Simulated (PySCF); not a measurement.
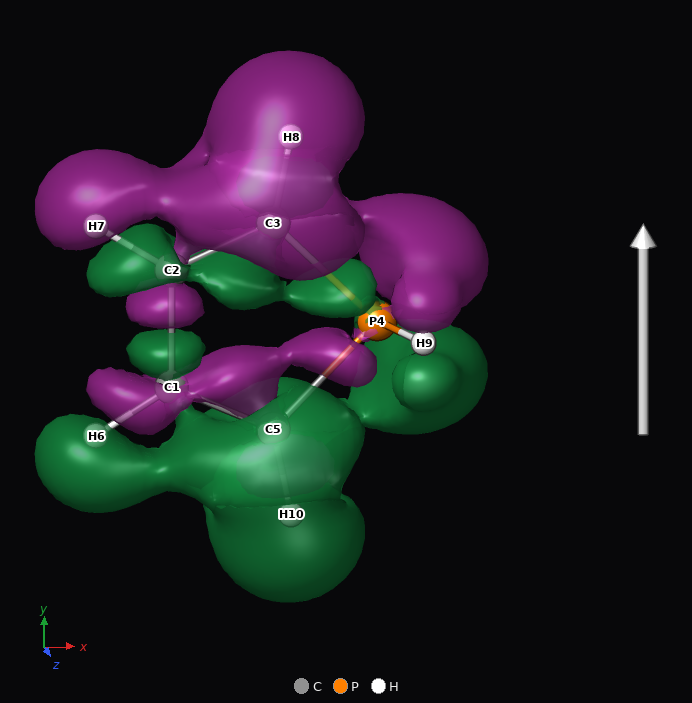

*C₄H₅P, SMILES `c1cc[pH]c1`. Change of the electron density in a uniform field of 0.26 V/Å along +y (arrow), surfaces at ±0.0015 e/Å³ (green: gain, purple: loss).*

Computed with PySCF, B3LYP/def2-SVPD, geometry: GFN2-xTB. No frequency check shows the geometry to be a minimum. GFN2-xTB bond lengths at metals and heavier atoms can be off by up to 0.1 Å and shapes distorted, which carries into these values.

The calculation's input:

```python
import numpy as np
from pyscf import gto, scf, dft
from pyscf.scf import atom_ks, atom_hf
from scipy.linalg import block_diag

def solve(mol, dm0=None, hcore=None):
    mf = (dft.UKS if mol.spin else dft.RKS)(mol, xc='b3lyp')
    mf.grids.level = 3
    mf = mf.density_fit(auxbasis='def2-universal-jkfit')
    mf.conv_tol, mf.max_cycle = 1e-8, 80
    if hcore is not None:
        mf.get_hcore = lambda *args: hcore
    mf.kernel(dm0)
    if not mf.converged:
        mf = mf.newton().run(mf.mo_coeff, mf.mo_occ, max_cycle=30)
    assert mf.converged, 'SCF not converged'
    return mf

mol = gto.M(atom='''
C     -1.28024    -0.71917    -0.00139
C     -1.28032     0.71907    -0.00139
C     -0.05010     1.26476     0.02985
P      1.22853     0.00003    -0.10856
C     -0.04998    -1.26473     0.02986
H     -2.19791    -1.28627    -0.00187
H     -2.19804     1.28607    -0.00187
H      0.16523     2.31961     0.02699
H      1.60120     0.00012     1.23648
H      0.16546    -2.31956     0.02700
''', basis='def2-svpd', charge=0, spin=0, verbose=4)
field = np.array([-0.0, -0.005, -0.0])  # atomic units
mol.set_common_orig(mol.atom_charges() @ mol.atom_coords() / mol.atom_charges().sum())
mf = solve(mol)
out = dict(dm0=mf.make_rdm1(), d0=mf.dip_moment(unit='AU'), e0=mf.e_tot)
for name, sign in (('p', 1), ('m', -1)):
    h = mf.get_hcore() + sign * np.einsum('x,xij->ij', field, mol.intor('int1e_r'))
    mi = solve(mol, mf.make_rdm1(), h)
    out.update({'dm' + name: mi.make_rdm1(), 'd' + name: mi.dip_moment(unit='AU'), 'e' + name: mi.e_tot})
# spherically averaged free atoms, for the promolecule
atm = atom_ks.get_atm_nrks(mol, xc='b3lyp')
pro = block_diag(*[(atm[a[0]][2] * atm[a[0]][3]) @ atm[a[0]][2].T for a in mol._atom])
np.savez('result.npz', pro=pro, **out)
```

Launched as:

```sh
OMP_NUM_THREADS=1 python input.py
```

The run took 25 s on 1 thread of Intel(R) Xeon(R) 6975P-C (Granite Rapids) (shared host), peak memory 0.65 GiB.

Partitions, critical points and surface values were worked out afterwards from this run's density.

The field was applied in both directions; the picture shows the one opposite to the script's first.

> How large is the response?

The induced dipole is 0.91 D (along the field); α along this axis, from the fields in both directions, is 72 bohr³ (10.7 Å³).
